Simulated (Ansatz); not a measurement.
# U-wB97X/def2-SVP (core potential) run of SnSiH4OF (SMILES [F][SnH][O][SiH3])

What is the vertical ionisation energy of SnSiH4OF at U-wB97X/def2-SVP (core potential)? 

The results are computed with Ansatz 0.2.0.

106 further runs of the same task are left out: 3 that didn't finish, 103 set aside as unsound or not needed. Runs told in other sessions of the task aren't counted.

**1. The molecule**

SnSiH4OF has 8 atoms, charge 0, and is taken as a doublet. SMILES: `[F][SnH][O][SiH3]`. The coordinates come from a PBE0-D4/def2-TZVP relaxation. This is one conformer, not always the lowest.

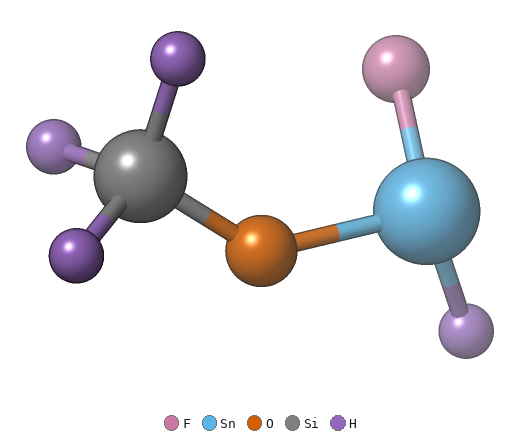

Viewed from a chosen angle; fluorine pink, tin blue, oxygen orange, silicon grey, hydrogen purple.

**2. The energy at U-wB97X/def2-SVP (core potential)**

Contents of in.yaml:

```yaml
crystal:
  periodic: [false, false, false]
  atoms:
    - {symbol: F, position_ang: [-1.607300, 1.731700, 1.020300]}
    - {symbol: Sn, position_ang: [-0.420700, 1.874500, -0.493500]}
    - {symbol: O, position_ang: [0.210000, 0.039300, -0.694400]}
    - {symbol: Si, position_ang: [0.713800, -1.182700, 0.276900]}
    - {symbol: H, position_ang: [-1.435700, 2.176300, -1.877100]}
    - {symbol: H, position_ang: [1.729100, -1.982100, -0.456700]}
    - {symbol: H, position_ang: [-0.427200, -2.061300, 0.643600]}
    - {symbol: H, position_ang: [1.330300, -0.652900, 1.525000]}
basis:
  gaussian: {orbitals: def2-SVP}
output: {orbitals: {seedname: orbitals}}
hamiltonian: {xc: {name: wB97X}}
magnetization: {spin_polarized: true, initial_magnetization: 1}
accuracy: high
```

Run with:

```bash
$ ansatz run in.yaml --threads 1 --pin off --max-ram 3480MiB --events-out events.jsonl --progress --plain --runs-dir runs
```

Log:

```text
Warning: RAYON_NUM_THREADS=1 ignored (pool sized by the plan → 1); use --threads N
Functional definition: wB97X
  name "wB97X"
  parameter omega = 0.3/bohr
  parameter cx = 0.157706
  parameter cx1 = 0.726479
  parameter cx2 = 1.04760
  parameter cx3 = -5.70635
  parameter cx4 = 13.2794
  parameter css1 = -4.33879
  parameter css2 = 18.2308
  parameter css3 = -31.7430
  parameter css4 = 17.2901
  parameter cos1 = 2.37031
  parameter cos2 = -11.3995
  parameter cos3 = 6.58405
  parameter cos4 = -3.78132
  exchange = spin_sum(e_x_unif_sr(omega)*poly(b97_u_x, 1 - cx, cx1, cx2, cx3, cx4)) + cx*exact_x_sr(omega)
      + exact_x_lr(omega)
  correlation = spin_sum(e_c_pw_same_spin*poly(b97_u_same, 1, css1, css2, css3, css4))
      + integral(e_c_pw_opposite_spin*poly(b97_u_opposite, 1, cos1, cos2, cos3, cos4))
2096 factors; integrals over basis functions are off by at most 8.4e-9 eV
407 factors; integrals over basis functions are off by at most 2.0e-9 eV
mean field evaluation 1: about -18525.8920 eV, gradient 4.1e1 eV
mean field evaluation 2: about -18520.4351 eV, gradient 5.9e1 eV
mean field evaluation 4: about -18532.2798 eV, gradient 2.9e0 eV
mean field evaluation 8: about -18532.3864 eV, gradient 1.5e-1 eV
mean field evaluation 16: about -18532.3869 eV, gradient 9.8e-4 eV
mean field -18532.38694131 eV, -681.0526583900 hartree, gradient 3.1e-8 eV, S^2 0.756176; 0 other end points of the search recorded, 0 dependent functions left out
reference -18532.38693805 eV, -681.0526582704 hartree; 29, 28 occupied and 63, 64 virtual orbitals, 2096 factors
Total energy: -18532.38693805 eV, -681.0526582704 hartree
```

It took 80 s on 1 thread of Arm Neoverse V1, shared host; peak memory 1 GiB.

**3. The singlet cation, same level**

in.yaml, as its differences from that of step 2:

```diff
@@ -12,6 +12,8 @@
 basis:
-  gaussian: {orbitals: def2-SVP}
+  gaussian:
+    orbitals: def2-SVP
+total_charge: 1
+accuracy: high
+hamiltonian:
+  xc: {name: wB97X}
 output: {orbitals: {seedname: orbitals}}
-hamiltonian: {xc: {name: wB97X}}
-magnetization: {spin_polarized: true, initial_magnetization: 1}
-accuracy: high
```

Run with:

```bash
$ ansatz run in.yaml --threads 1 --pin off --max-ram 3480MiB --events-out events.jsonl --progress --plain --runs-dir runs
```

Log, shortened:

```text
Warning: RAYON_NUM_THREADS=1 ignored (pool sized by the plan → 1); use --threads N
[... 2 set-up lines as earlier in the session ...]
[...]
      + exact_x_lr(omega)
[...]
      + integral(e_c_pw_opposite_spin*poly(b97_u_opposite, 1, cos1, cos2, cos3, cos4))
2092 factors; integrals over basis functions are off by at most 8.4e-9 eV
407 factors; integrals over basis functions are off by at most 2.0e-9 eV
[...]
mean field -18523.07090636 eV, -680.7103004204 hartree, gradient 9.1e-8 eV, S^2 0.000000; 0 other end points of the search recorded, 0 dependent functions left out
reference -18523.07090283 eV, -680.7103002907 hartree; 28, 28 occupied and 64, 64 virtual orbitals, 2092 factors
Total energy: -18523.07090283 eV, -680.7103002907 hartree
```

Run time: 44 s. Hardware: 1 thread of Arm Neoverse V1, shared host; peak memory 0.6 GiB.

**4. Results**

Level: U-wB97X/def2-SVP (core potential).

| quantity | value |
| --- | --- |
| doublet SnSiH4OF: total energy | -681.05266 Eh |
| doublet SnSiH4OF: HOMO energy (highest over α and β) | -9.16 eV |
| doublet SnSiH4OF: LUMO energy (lowest over α and β) | -2.54 eV |
| doublet SnSiH4OF: ⟨S²⟩ | 0.756 |
| singlet cation: total energy | -680.71030 Eh |
| singlet cation: HOMO energy | -15.63 eV |
| singlet cation: LUMO energy | -9.50 eV |
| singlet cation: HOMO–LUMO gap | 6.13 eV |
| vertical ionisation energy (to the singlet cation) | 9.316 eV |

In words: The vertical ionisation energy comes to 9.32 eV (899 kJ/mol).
